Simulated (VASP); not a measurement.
Band structure of WC (wc). Level of theory: revPBE GGA, VASP's PBE PAW potentials (set 64) (plane waves; VASP 6.6.1).

Unless said otherwise, spin-orbit coupling is left out, though it shifts the bands of the heavy elements here.

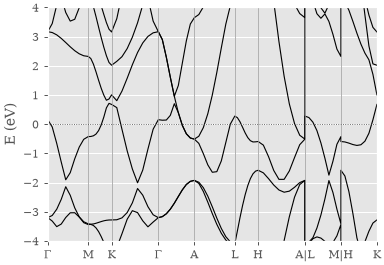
Bands along high-symmetry lines, zero at the valence-band maximum or, without a gap, the Fermi level

Task: Read the plot: is there a gap, and where are the band edges?

Result: It has no gap at this level: it comes out as a metal or semimetal. (Edges off the drawn lines would not show.)

The compound is WC in the wc structure. It was relaxed first.
